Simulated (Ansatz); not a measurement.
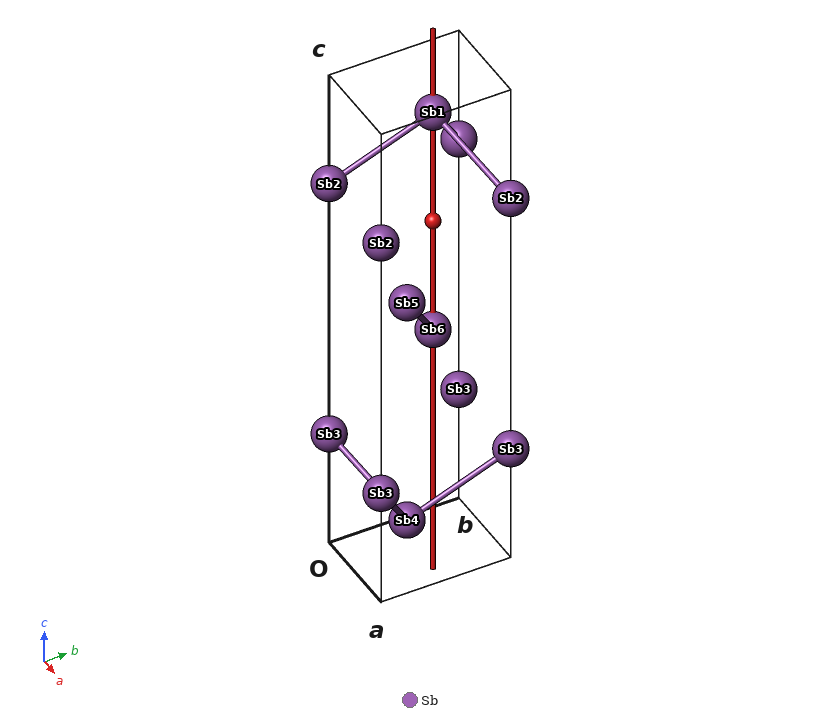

Crystal: Sb, coordinates from a relaxation at fixed volume with DFT PBE, spin-orbit coupling, plane waves, PAW in Ansatz 0.2.0. The coloured rod is the axis of a symmetry operation of the crystal, the small sphere its inversion point. All values are computed from the atomic coordinates in the standard setting (tolerance 0.002 Å).

a = 4.378 Å, b = 4.378 Å, c = 11.590 Å, α = 90.00°, β = 90.00°, γ = 120.00°.

```csv
atom,x,y,z
Sb1,0.3333,0.6667,0.8990
Sb2,0.0000,0.0000,0.7677
Sb3,0.0000,0.0000,0.2323
Sb4,0.6667,0.3333,0.1010
Sb5,0.6667,0.3333,0.5656
Sb6,0.3333,0.6667,0.4344
```

Take the operation x, y, z → x−y+2/3, x+1/3, −z+4/3.

Q: What kind of operation is it, and where does it lie?

A: It is a −3 rotoinversion axis with its inversion point at (1/3, 2/3, 2/3), along [0 0 1].

Q: Onto which atom does it carry each atom (up to whole multiples of a, b and c)?

A: Sb1 → Sb6, Sb2 → Sb5, Sb3 → Sb4, Sb4 → Sb3, Sb5 → Sb2, Sb6 → Sb1.
